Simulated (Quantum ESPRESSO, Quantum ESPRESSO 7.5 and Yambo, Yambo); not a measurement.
# Quasiparticle gap of BiOCl (P4/nmm) in Yambo

Aim: the G0W0 gap of BiOCl (P4/nmm) on PBEsol, step by step.

Program: Quantum ESPRESSO 7.5 and Yambo 5.3.0. Level of theory: PBEsol and many-body steps on it, plane waves. Results are calculated unless marked as measured.

**What was measured.**

- Gap 3.36 eV: optical gap from Kubelka-Munk/Tauc analysis; UV-vis diffuse reflectance; powder (solvothermal hierarchical microspheres made without additive) (“Hydrothermal Crystallization of Bismuth Oxychlorides (BiOCl) Using Different Shape Control Reagents”, 2021, pmc:8123882).

- Gap 3.44 eV: optical gap from Tauc plot; UV-vis diffuse reflectance; powder (hydrothermal powder) (“Synergistic Piezo-Photocatalysis of BiOCl/NaNbO3 Heterojunction Piezoelectric Composite for High-Efficient Organic Pollutant Degradation”, 2022, pmc:8839476).

Most raw output is cut from this account.

## 1. The structure

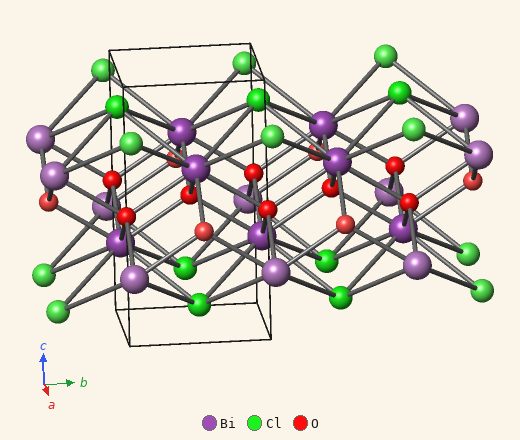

Start, viewed slightly off an axis; bismuth purple, chlorine green, oxygen red. 1×2×1 cells are drawn. Some periodic images of atoms are drawn too.

The cell and positions come from the Crystallography Open Database and are kept as given unless a step says otherwise. Spin-orbit coupling is left out unless a step names it.

## 2. Ground state

This step: Quantum ESPRESSO 7.5; DFT, PBEsol, plane waves, norm-conserving pseudopotentials.

The ground-state density comes first.

Contents of pw.in:

```
&control
  calculation = 'scf'
  prefix = 'x'
  outdir = 'o'
  pseudo_dir = 'pseudo'
/
&system
  ibrav = 0
  nat = 6
  ntyp = 3
  ecutwfc = 76.0
  nbnd = 43
  force_symmorphic = .true.
/
&electrons
  conv_thr = 1e-10
  electron_maxstep = 80
  mixing_beta = 0.5
/
ATOMIC_SPECIES
  Bi 208.98 Bi.upf
  Cl 35.45 Cl.upf
  O 15.999 O.upf
CELL_PARAMETERS angstrom
  3.8855100000 0.0000000000 0.0000000000
  0.0000000000 3.8855100000 0.0000000000
  0.0000000000 0.0000000000 7.3489000000
ATOMIC_POSITIONS crystal
  Bi 0.5000000000 0.0000000000 0.3290400000
  Bi 0.0000000000 0.5000000000 0.6709600000
  Cl 0.0000000000 0.5000000000 0.1472000000
  Cl 0.5000000000 0.0000000000 0.8528000000
  O 0.0000000000 0.0000000000 0.5000000000
  O 0.5000000000 0.5000000000 0.5000000000
K_POINTS automatic
  6 6 4 0 0 0
```

Command:

```sh
$ OMP_NUM_THREADS=1 mpirun -n 4 pw.x -nk 4 -in pw.in > pw.out
```

It took 66 s on 4 MPI ranks of Arm Neoverse V1, shared host; peak memory 0.6 GiB; 4.4 min of CPU time.

Numbers from this step:

```yaml
total_energy: -14419.4044 eV
gap: 2.593 eV
k_of_the_valence_top: 0, 0.3333, -0.5
k_of_the_conduction_bottom: 0, 0, -0.5
least_direct_gap: 2.931 eV
```

The gap is indirect, with the least direct gap 0.34 eV higher.

## 3. Bands along the symmetry lines

The cheap functional maps the bands first; the places of the edges decide which points the dearer methods must see.

Contents of pw.in:

```
&control
  calculation = 'bands'
  prefix = 'x'
  outdir = 'o'
  pseudo_dir = 'pseudo'
/
&system
  ibrav = 0
  nat = 6
  ntyp = 3
  ecutwfc = 76.0
  nbnd = 42
  force_symmorphic = .true.
/
&electrons
  conv_thr = 1e-9
  electron_maxstep = 80
  diago_full_acc = .true.
  diago_thr_init = 5e-6
/
ATOMIC_SPECIES
  Bi 208.98 Bi.upf
  Cl 35.45 Cl.upf
  O 15.999 O.upf
CELL_PARAMETERS angstrom
  3.8855100000 0.0000000000 0.0000000000
  0.0000000000 3.8855100000 0.0000000000
  0.0000000000 0.0000000000 7.3489000000
ATOMIC_POSITIONS crystal
  Bi 0.5000000000 0.0000000000 0.3290400000
  Bi 0.0000000000 0.5000000000 0.6709600000
  Cl 0.0000000000 0.5000000000 0.1472000000
  Cl 0.5000000000 0.0000000000 0.8528000000
  O 0.0000000000 0.0000000000 0.5000000000
  O 0.5000000000 0.5000000000 0.5000000000
K_POINTS crystal
  75
  0.00000000 0.00000000 0.00000000 1
  0.00000000 0.06250000 0.00000000 1
  0.00000000 0.12500000 0.00000000 1
  0.00000000 0.18750000 0.00000000 1
  0.00000000 0.25000000 0.00000000 1
  0.00000000 0.31250000 0.00000000 1
  0.00000000 0.37500000 0.00000000 1
  0.00000000 0.43750000 0.00000000 1
  0.00000000 0.50000000 0.00000000 1
  0.06250000 0.50000000 0.00000000 1
  0.12500000 0.50000000 0.00000000 1
  0.18750000 0.50000000 0.00000000 1
  0.25000000 0.50000000 0.00000000 1
  0.31250000 0.50000000 0.00000000 1
  0.37500000 0.50000000 0.00000000 1
  0.43750000 0.50000000 0.00000000 1
  0.50000000 0.50000000 0.00000000 1
  0.43750000 0.43750000 0.00000000 1
  0.37500000 0.37500000 0.00000000 1
  0.31250000 0.31250000 0.00000000 1
  0.25000000 0.25000000 0.00000000 1
  0.18750000 0.18750000 0.00000000 1
  0.12500000 0.12500000 0.00000000 1
  0.06250000 0.06250000 0.00000000 1
  0.00000000 0.00000000 0.00000000 1
  0.00000000 0.00000000 0.06250000 1
  0.00000000 0.00000000 0.12500000 1
  0.00000000 0.00000000 0.18750000 1
  0.00000000 0.00000000 0.25000000 1
  0.00000000 0.00000000 0.31250000 1
  0.00000000 0.00000000 0.37500000 1
  0.00000000 0.00000000 0.43750000 1
  0.00000000 0.00000000 0.50000000 1
  0.00000000 0.06250000 0.50000000 1
  0.00000000 0.12500000 0.50000000 1
  0.00000000 0.18750000 0.50000000 1
  0.00000000 0.25000000 0.50000000 1
  0.00000000 0.31250000 0.50000000 1
  0.00000000 0.37500000 0.50000000 1
  0.00000000 0.43750000 0.50000000 1
  0.00000000 0.50000000 0.50000000 1
  0.06250000 0.50000000 0.50000000 1
  0.12500000 0.50000000 0.50000000 1
  0.18750000 0.50000000 0.50000000 1
  0.25000000 0.50000000 0.50000000 1
  0.31250000 0.50000000 0.50000000 1
  0.37500000 0.50000000 0.50000000 1
  0.43750000 0.50000000 0.50000000 1
  0.50000000 0.50000000 0.50000000 1
  0.43750000 0.43750000 0.50000000 1
  0.37500000 0.37500000 0.50000000 1
  0.31250000 0.31250000 0.50000000 1
  0.25000000 0.25000000 0.50000000 1
  0.18750000 0.18750000 0.50000000 1
  0.12500000 0.12500000 0.50000000 1
  0.06250000 0.06250000 0.50000000 1
  0.00000000 0.00000000 0.50000000 1
  0.00000000 0.50000000 0.00000000 1
  0.00000000 0.50000000 0.06250000 1
  0.00000000 0.50000000 0.12500000 1
  0.00000000 0.50000000 0.18750000 1
  0.00000000 0.50000000 0.25000000 1
  0.00000000 0.50000000 0.31250000 1
  0.00000000 0.50000000 0.37500000 1
  0.00000000 0.50000000 0.43750000 1
  0.00000000 0.50000000 0.50000000 1
  0.50000000 0.50000000 0.00000000 1
  0.50000000 0.50000000 0.06250000 1
  0.50000000 0.50000000 0.12500000 1
  0.50000000 0.50000000 0.18750000 1
  0.50000000 0.50000000 0.25000000 1
  0.50000000 0.50000000 0.31250000 1
  0.50000000 0.50000000 0.37500000 1
  0.50000000 0.50000000 0.43750000 1
  0.50000000 0.50000000 0.50000000 1
```

Wall time 31 s (4 MPI ranks); peak memory 0.43 GiB.

Numbers from this step:

- gap: 2.547 eV
- k of the valence top: 0, 0.4375, 0.5
- k of the conduction bottom: 0, 0, 0.5
- least direct gap: 2.931 eV

The gap is 2.547 eV, −0.046 eV from the run before at this level.

Electronic bands along the path, in eV, zero at the top of the highest filled band:

| point | band 33 | band 34 | band 35 | band 36 | band 37 | band 38 | band 39 | band 40 |
| --- | --- | --- | --- | --- | --- | --- | --- | --- |
| Γ | -1.06 | -1.06 | -0.99 | -0.78 | 3.05 | 3.75 | 5.30 | 5.30 |
| X | -0.92 | -0.92 | -0.09 | -0.09 | 4.55 | 4.55 | 5.19 | 5.19 |
| M | -0.72 | -0.72 | -0.66 | -0.66 | 4.06 | 4.06 | 5.81 | 5.81 |
| Γ | -1.06 | -1.06 | -0.99 | -0.78 | 3.05 | 3.75 | 5.30 | 5.30 |
| Z | -0.79 | -0.79 | -0.39 | -0.38 | 2.55 | 2.93 | 5.31 | 5.31 |
| R | -0.71 | -0.71 | -0.08 | -0.08 | 4.35 | 4.35 | 5.28 | 5.28 |
| A | -1.41 | -1.41 | -0.66 | -0.66 | 4.47 | 4.47 | 6.03 | 6.03 |
| Z | -0.79 | -0.79 | -0.39 | -0.38 | 2.55 | 2.93 | 5.31 | 5.31 |
| jump to X | -0.92 | -0.92 | -0.09 | -0.09 | 4.55 | 4.55 | 5.19 | 5.19 |
| R | -0.71 | -0.71 | -0.08 | -0.08 | 4.35 | 4.35 | 5.28 | 5.28 |
| jump to M | -0.72 | -0.72 | -0.66 | -0.66 | 4.06 | 4.06 | 5.81 | 5.81 |
| A | -1.41 | -1.41 | -0.66 | -0.66 | 4.47 | 4.47 | 6.03 | 6.03 |

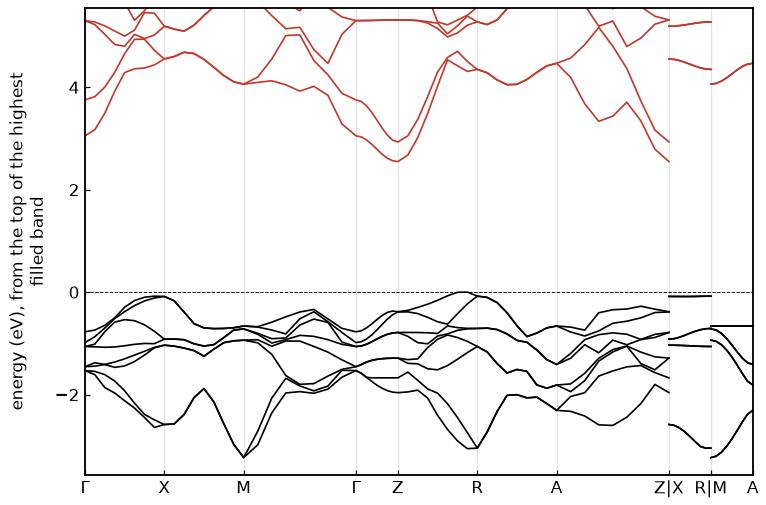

Electronic bands along the path; lines of filled and empty bands in two colours.

## 4. Empty states on the mesh, 4×4×2 mesh, 199 bands

The sums over transitions need many empty states on a uniform mesh; this step solves for them.

Contents of pw.in:

```
&control
  calculation = 'nscf'
  prefix = 'x'
  outdir = 'o'
  pseudo_dir = 'pseudo'
/
&system
  ibrav = 0
  nat = 6
  ntyp = 3
  ecutwfc = 76.0
  nbnd = 199
  force_symmorphic = .true.
/
&electrons
  conv_thr = 1e-9
  electron_maxstep = 80
  diago_full_acc = .true.
  diago_thr_init = 5e-6
/
ATOMIC_SPECIES
  Bi 208.98 Bi.upf
  Cl 35.45 Cl.upf
  O 15.999 O.upf
CELL_PARAMETERS angstrom
  3.8855100000 0.0000000000 0.0000000000
  0.0000000000 3.8855100000 0.0000000000
  0.0000000000 0.0000000000 7.3489000000
ATOMIC_POSITIONS crystal
  Bi 0.5000000000 0.0000000000 0.3290400000
  Bi 0.0000000000 0.5000000000 0.6709600000
  Cl 0.0000000000 0.5000000000 0.1472000000
  Cl 0.5000000000 0.0000000000 0.8528000000
  O 0.0000000000 0.0000000000 0.5000000000
  O 0.5000000000 0.5000000000 0.5000000000
K_POINTS automatic
  4 4 2 0 0 0
```

The job ended after 71 s (4 MPI ranks; peak memory 0.82 GiB; 4.7 min of CPU time).

This step gave:

```
gap                                                           : 2.627 eV
k of the valence top                                          : 0, -0.5, -0.5
k of the conduction bottom                                    : 0, 0, -0.5
least direct gap                                              : 2.931 eV
k points computed                                             : 12
lowest point of the top converged band, above the valence top : 66.3773 eV
```

On this mesh the gap is 2.627 eV. The earlier step found 2.593 eV, so this mesh misses an edge.

## 5. Conversion and set-up

This step: Yambo 5.3.0; conversion and set-up on PBEsol, plane waves, norm-conserving pseudopotentials.

The states are converted to the many-body program's format and the q mesh is built.

Command:

```sh
$ (cd o/x.save; p2y > p2y.log; mv SAVE ../..); yambo > setup.log
```

Run time: 3.4 s. Hardware: 1 MPI rank; peak memory 0.25 GiB.

## 6. Screening and self-energy, 4×4×2 mesh, 199 bands, screening to 149.7 eV

Now the one-shot GW correction: screening in the RPA, then the self-energy of the levels asked for.

This step: G0W0 on PBEsol, plane waves, norm-conserving pseudopotentials.

Contents of gw1.in:

```
HF_and_locXC
gw0
dyson
ppa
em1d
rim_cut
RandQpts= 1000000
RandGvec= 1 RL
EXXRLvcs= 76 Ry
VXCRLvcs= 304 Ry
Chimod= "HARTREE"
% BndsRnXp
 1 | 199 |
%
NGsBlkXp= 11 Ry
% LongDrXp
 1 | 1 | 1 |
%
% GbndRnge
 1 | 199 |
%
DysSolver= "n"
ExtendOut
PPAPntXp= 27.21138 eV
% QPkrange
 1 | 12 | 27 | 40 |
%
```

Command:

```sh
$ OMP_NUM_THREADS=1 mpirun -n 4 yambo -F gw1.in -J gw1 -C gw1 > gw1.log
```

The job ended after 48 min (4 MPI ranks; peak memory 3.9 GiB).

Numbers from this step:

```yaml
g0w0_gap_on_the_mesh: 3.605 eV
starting_gap_on_the_mesh: 2.627 eV
k_of_the_valence_top: 0, 0.25, -0.5
k_of_the_conduction_bottom: 0, 0, -0.5
least_direct_g0w0_gap_on_the_computed_points: 3.772 eV
z_at_the_valence_top: 0.7844
z_at_the_conduction_bottom: 0.8324
```

The gap on the mesh goes from 2.63 eV to 3.60 eV, a correction of +0.98 eV. The start differs from the 2.59 eV found before because the two sample other k points.

Limits: finite bands, cutoff and mesh; no spin-orbit coupling; coarse k mesh. v1 is the top filled band, c1 the lowest empty one. The levels before and after the correction (eV, zero at the valence-band top of each column):

|  | conduction bottom | valence top |
| --- | --- | --- |
| Kohn-Sham | 2.63 | 0.00 |
| G0W0 | 3.60 | 0.00 |

|  | level | energy (eV) |
| --- | --- | --- |
| Kohn-Sham | (0 0 -0.5) v3 | -0.709 |
| Kohn-Sham | (0 0 -0.5) v2 | -0.309 |
| Kohn-Sham | (0 0 -0.5) v1 | -0.304 |
| Kohn-Sham | (0 0 -0.5) c1 | 2.627 |
| Kohn-Sham | (0 0 -0.5) c2 | 3.010 |
| Kohn-Sham | (0 0 -0.5) c3 | 5.393 |
| Kohn-Sham | (0 0.25 -0.5) v3 | -0.729 |
| Kohn-Sham | (0 0.25 -0.5) v2 | -0.500 |
| Kohn-Sham | (0 0.25 -0.5) v1 | -0.081 |
| Kohn-Sham | (0 0.25 -0.5) c1 | 4.101 |
| Kohn-Sham | (0 0.25 -0.5) c2 | 4.377 |
| Kohn-Sham | (0 0.25 -0.5) c3 | 5.224 |
| G0W0 | (0 0 -0.5) v3 | -1.273 |
| G0W0 | (0 0 -0.5) v2 | -0.167 |
| G0W0 | (0 0 -0.5) v1 | -0.883 |
| G0W0 | (0 0 -0.5) c1 | 3.605 |
| G0W0 | (0 0 -0.5) c2 | 4.077 |
| G0W0 | (0 0 -0.5) c3 | 6.661 |
| G0W0 | (0 0.25 -0.5) v3 | -1.325 |
| G0W0 | (0 0.25 -0.5) v2 | -0.895 |
| G0W0 | (0 0.25 -0.5) v1 | 0.000 |
| G0W0 | (0 0.25 -0.5) c1 | 5.269 |
| G0W0 | (0 0.25 -0.5) c2 | 5.572 |
| G0W0 | (0 0.25 -0.5) c3 | 6.465 |

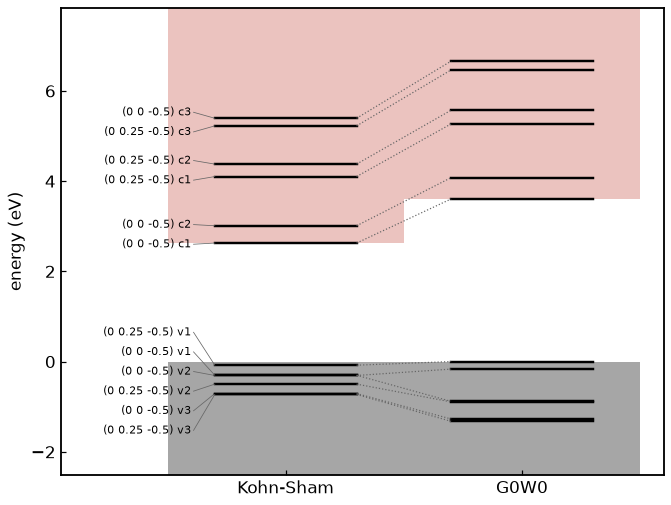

Levels before and after the correction. Shaded: valence and conduction bands.

## 7. Where the time went

Times are wall times on the hardware named with each run, good to a factor of about two.

| step | time | share | memory (GiB) |
| --- | --- | --- | --- |
| ground state | 66 s | 2 % | 0.6 |
| bands along the symmetry lines | 31 s | 1 % | 0.43 |
| empty states on the mesh | 71 s | 2 % | 0.82 |
| conversion and set-up | 3.4 s | 0 % | 0.25 |
| screening and self-energy | 48 min | 94 % | 3.9 |

## 8. What came out

| Property | Result |
| --- | --- |
| PBEsol gap | 2.55 eV, indirect |
| G0W0 gap on the mesh | 3.60 eV |
| G0W0 gap over the zone (rigid shift) | 3.53 eV |
| GW settings | 4×4×2 mesh, 199 bands, screening to 149.7 eV, Godby-Needs plasmon pole |
| known limits | not at the basis limit; no spin-orbit coupling; coarse k mesh |

G0W0 moves the gap on the mesh from 2.63 eV to 3.60 eV (+0.98 eV), with Z of 0.78 and 0.83 at the edges. The mesh misses the band edges by 0.08 eV in all; a rigid shift gives 3.53 eV for the zone. The dearest step here is «screening and self-energy». Against experiment, by G0W0@PBEsol: the gap of 3.53 eV lies +0.17 eV from the measured 3.36 eV (optical, 2021); the gap of 3.53 eV lies +0.09 eV from the measured 3.44 eV (optical, 2022). An exciton line or allowed optical edge lies below the quasiparticle gap by the binding energy; a forbidden edge can push the onset above it. The calculation has static nuclei and no excitons; a measured gap holds zero-point and thermal motion, which mostly lowers it. With atoms this heavy the missing spin-orbit coupling can matter too. Bands and cutoff are finite, so the gap is not at the basis limit. The miss can reach some tenths of an eV and take either sign; the mesh is an error of its own. A denser mesh or path gives a starting gap of 2.55 eV: the GW mesh misses a band edge, so its gaps are not the fundamental one. The 4×4×2 mesh is coarse for this cell, which bears on the long-range parts of exchange and screening. Where an edge is built on 6p states of lead, bismuth or thallium, scalar-relativistic gaps usually stand too wide, by a few tenths to over one eV.

[Paths, hosts, dates, memory and timing lines, banners, echoed tables and standing remarks are left out of the program output.]

[Logs are printed without paths, hosts, clocks, repeated set-up lines and the standing remarks that a program may print on its own settings, such as how far it seeks lower states.]

[Runs of the session that timed out or met a known fault of the program may be left out.]

[Hosts, paths, dates, database ids (printed as entryN), source tags and the programs' standing remarks are cut or masked in the printed files.]
